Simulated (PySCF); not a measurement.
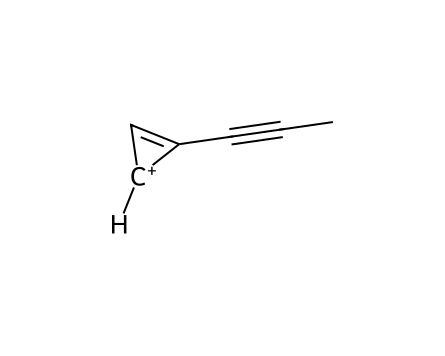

2D structure. State: charge +1, singlet.

**Write the SMILES.**

CC#Cc1c[cH+]1

**Give the formula, hydrogens included.**

C6H5, charge +1.

More results for the same structure follow; atom numbers are the same in all pictures, views and colours differ. Computed geometry: PBE0-D3(BJ)/def2-SVP optimisation. No frequency run is at hand to confirm it as a minimum.

**Excitation**

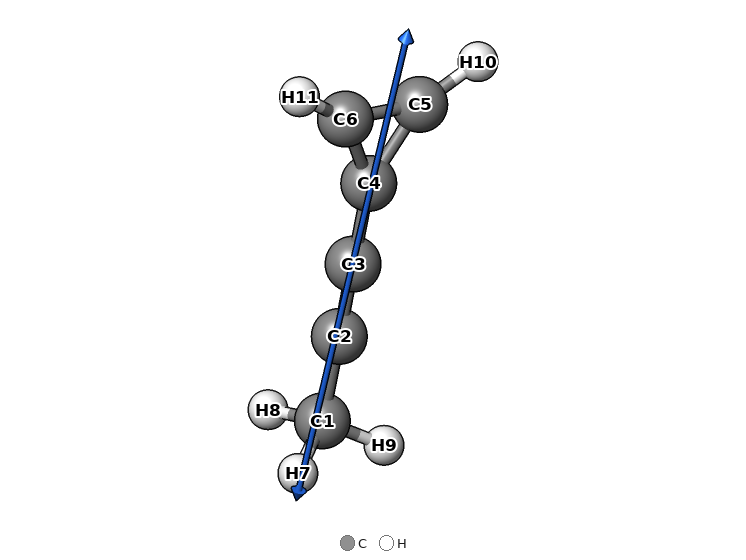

The double arrow shows the direction of the transition dipole to excited singlet state 3 (its length means nothing). No frequency run is at hand to confirm it as a minimum. Properties computed with TDDFT PBE0/def2-SVPD, vertical, gas phase, core orbitals frozen in the response (PySCF 2.14.0).

**How is the transition polarised?**

Nearly parallel to the C1–C2 bond.

**Give its energy, strength and character.**

5.12 eV (242 nm), oscillator strength 0.25, mainly HOMO−1 → LUMO (weight 0.83); transition dipole 3.58 D.

**NMR shielding**

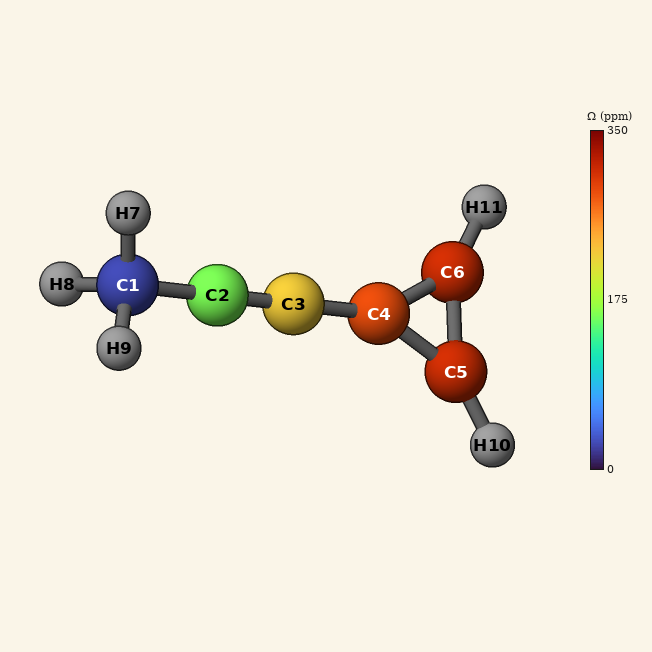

The C atoms are coloured by the span of their shielding tensor. No frequency run is at hand to confirm it as a minimum. Properties computed with GIAO WP04/pcSseg-2 NMR shielding, non-relativistic, gas phase (PySCF 2.14.0). Principal shieldings σ11 ≤ σ22 ≤ σ33, span Ω = σ33 − σ11, skew κ = 3(σiso − σ22)/Ω.

Give the shielding tensors of the C atoms.

```tsv
atom	σ11	σ22	σ33	σiso	Ω	κ
C1	148.1	155.0	175.7	159.6	27.5	0.51
C2	−74.7	−27.3	85.1	−5.6	159.9	0.41
C3	25.1	36.4	247.1	102.9	222.0	0.90
C4	−98.3	−61.3	187.5	9.3	285.8	0.74
C5	−121.6	−48.6	185.3	5.0	306.9	0.52
C6	−121.6	−48.4	185.3	5.1	306.9	0.52
```

Shieldings and span in ppm.

**Polarisability**

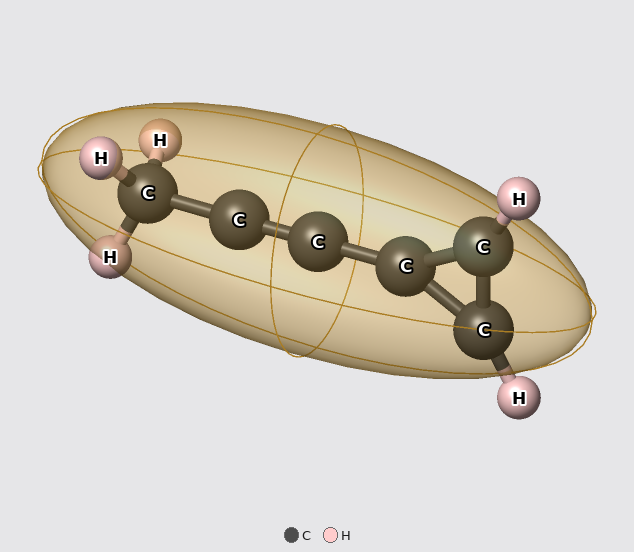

The ellipsoid shows the static dipole polarisability: its half-axes are proportional to the principal values. No frequency run is at hand to confirm it as a minimum. Level of theory: PBE0/def2-SVPD (PySCF 2.14.0).

**How large and how anisotropic is the polarisability?**

Principal values 36.7, 47.6, 117.8 bohr³; mean 67.4 bohr³ (9.98 Å³); anisotropy 76.2 bohr³, so the longest axis is 3.21 times the shortest.

**Core levels**

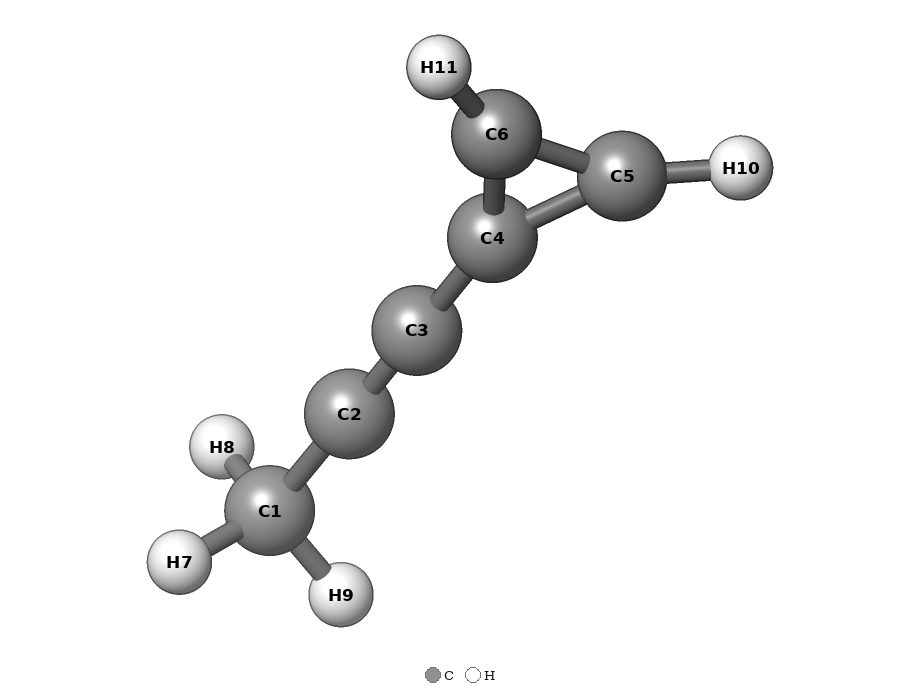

No frequency run is at hand to confirm it as a minimum. Properties computed with delta-SCF UKS SCAN, pcX-2 on the ionised atom, pcseg-1 elsewhere, spin-free X2C (PySCF 2.14.0).

Give the core-electron binding energies (to vacuum) of C1 1s, C2 1s, C3 1s, C4 1s, C5 1s.

| atom | level | binding energy (eV) |
| --- | --- | --- |
| C1 | 1s | 296.0 |
| C2 | 1s | 296.4 |
| C3 | 1s | 295.8 |
| C4 | 1s | 298.6 |
| C5 | 1s | 297.9 |
